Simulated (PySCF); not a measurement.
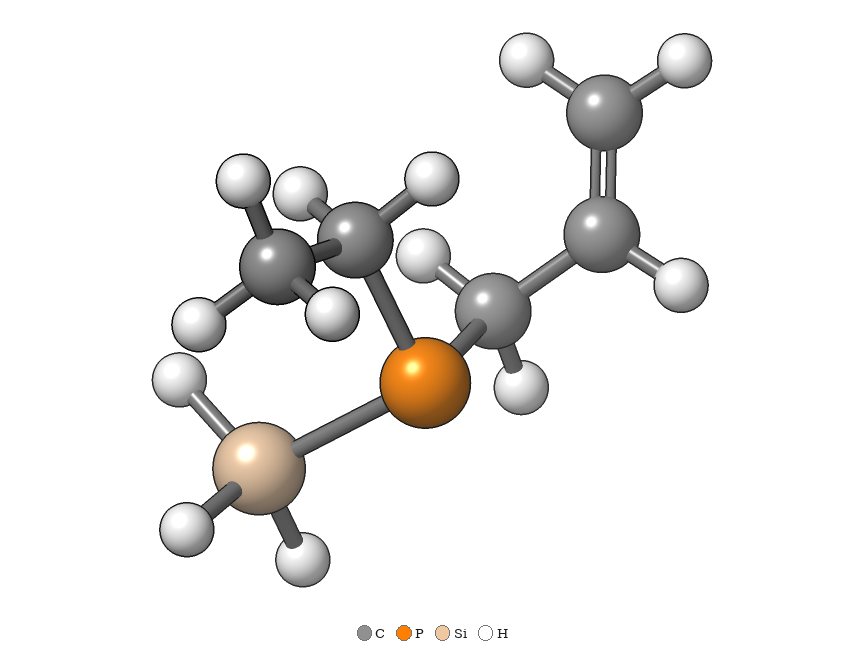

Computed geometry: GFN2-xTB optimisation. No frequency run is at hand to confirm it as a minimum. Level of theory: PBE0/pcSseg-1, gas phase (PySCF 2.14.0).

Computed properties:

The species is C5H13PSi (`C=CCP([SiH3])CC`).
- dipole moment: 1.13 D
- HOMO energy (Kohn–Sham orbital): −6.67 eV
- LUMO energy (Kohn–Sham orbital): −0.07 eV
- HOMO–LUMO gap: 6.60 eV

The geometry is semi-empirical. Around P, Si such bond lengths and angles can be off by a tenth of an ångström or more and by several degrees, and values that hang on the shape move with them.
